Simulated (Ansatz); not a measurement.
## Frozen-phonon scan for TiRh (space group P4/mmm)

TiRh (space group P4/mmm)

```
TiRh
1.0
    2.89432     0.00000     0.00000
    0.00000     2.89432     0.00000
    0.00000     0.00000     6.71248
Ti Rh
2 2
Direct
  0.50000   0.50000   0.25000
  0.50000   0.50000   0.75000
  0.00000   0.00000   0.00000
  0.00000   0.00000   0.50000
```

The atoms are displaced by Q × the pattern below (from a DFPT mode at Z = (0.0, 0.0, 0.5), largest move 1; Q in Å), at fixed cell. It is one choice among 2 degenerate patterns. (q is in reciprocal vectors of the primitive cell; the cell shown is doubled to hold the pattern.)

```json
[
 {"atom": "Rh3", "x": "0.000", "y": "1.000", "z": "0.000"},
 {"atom": "Rh4", "x": "0.000", "y": "-1.000", "z": "0.000"}
]
```

Atoms not listed stay in place.

All values below come from LDA (plane waves to 420 eV, PAW, scalar-relativistic; Ansatz, a first-principles code). k mesh 16×16×7 (Γ-centred), Fermi-Dirac smearing 0.05 eV. E stands for the smeared free energy. Compression counts positive. With partly filled bands, energies and forces of such displacements shift with the k mesh and the smearing. TiRh is run without spin polarisation. TiRh was relaxed with its symmetry unable to fall. ΔE is measured from the undisplaced structure.

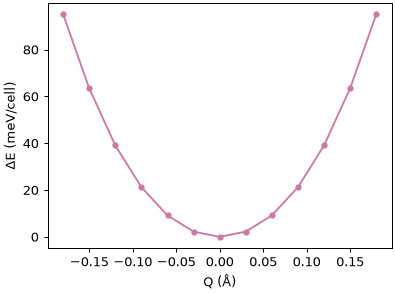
ΔE (meV/cell) against Q (Å); computed points joined by lines.

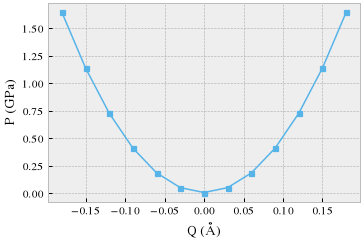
Fig. 1. P (GPa) against Q (Å); one marker a computed point.

The energy at Q = 0.180 Å comes out as 95 meV/cell. Shape of the curve: a single well with its minimum at or next to zero displacement. Harmonic wavenumber from the curvature (finite differences): 81 cm⁻¹. Symmetry of the curve: even: the same for both signs. Wavenumber by perturbation theory (DFPT, on another k mesh): 81 cm⁻¹.

E″ = 4.96 eV/Å², M = Σ mᵢ|uᵢ|² = 205.8 u, ν̃ = 521.5·√(|E″|/M).

(A displaced cell: forces are minus the slopes of the energy, force constants its curvatures, and phonons follow from these.)
